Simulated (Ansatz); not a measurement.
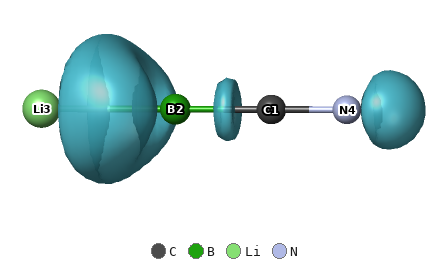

CBLiN (SMILES [Li][B]C#N) (doublet). Isosurface of the ELF at 0.9 (cyan), seen from one side. Core shells and regions of very low density are left out.

Geometry: PBE0-D4/def2-TZVP.

These are results of Ansatz, isolated molecule in a Gaussian basis; Kohn-Sham density functional theory, functional PBE0, not measurements.

Input

```
crystal:
  periodic: [false, false, false]
  atoms:
    - {symbol: C, position_ang: [0.000000, 0.000000, -0.969236]}
    - {symbol: B, position_ang: [0.000000, 0.000000, 0.516784]}
    - {symbol: Li, position_ang: [0.000000, 0.000000, 2.590335]}
    - {symbol: "N", position_ang: [0.000000, 0.000000, -2.137884]}
basis:
  gaussian:
    orbitals: def2-TZVPD
magnetization:
  spin_polarized: true
  initial_magnetization: 1
hamiltonian:
  xc: {name: PBE0}
output: {forces: true, orbitals: {seedname: orbitals}}
```

Launched as:

```sh
ansatz run input.yaml --threads 2 --pin off --max-ram 4350MiB --events-out events.jsonl --progress --plain --runs-dir runs
```

Identify the bonds, lone pairs and shells in this picture.

The ELF exceeds this value in one region between bonded B–C atoms (shared pairs), one lobe of the valence shell of B pointing towards Li and one lobe on N, pointing away from the bonds (non-bonding electrons). Along the contacts the grid gives the following. C–N (1.17 Å): the ELF peaks at about 0.85 between the atoms: a multiple bond. C–B (1.49 Å): the ELF peaks at about 0.95 between the atoms, as expected for a covalent bond.
